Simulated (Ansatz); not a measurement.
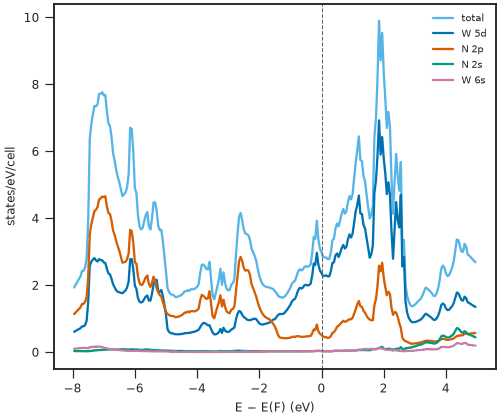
Figure: Total and projected density of states of W₃N₄ in space group Pm-3m (No. 221; N on 1b, N on 3d, W on 3c), PBE in the plane-wave PAW code Ansatz

Q: Which orbitals carry the states next to the Fermi level?

A: Within 0.5 eV of the Fermi level: W 5d 79 %, N 2p 18 %. Projections are on Löwdin-orthogonalised atomic valence shells; empty p or d shells of many metals are not among them.

Q: Where is the tallest occupied peak in this window, and what makes it?

A: Near -7.1 eV, about 7.8 states/eV per cell; the largest projected share is N 2p.

The workflow started from an entry of the Crystallography Open Database (COD). Whether it is the stable phase at ambient conditions was not checked. The PBE relaxation kept the symmetry of its start; its stability against distortions is not shown here. No spin polarisation was allowed. Scalar-relativistic: spin–orbit coupling is off unless named, which matters more the heavier the elements.

Potentials: the later of the program's two PAW sets.
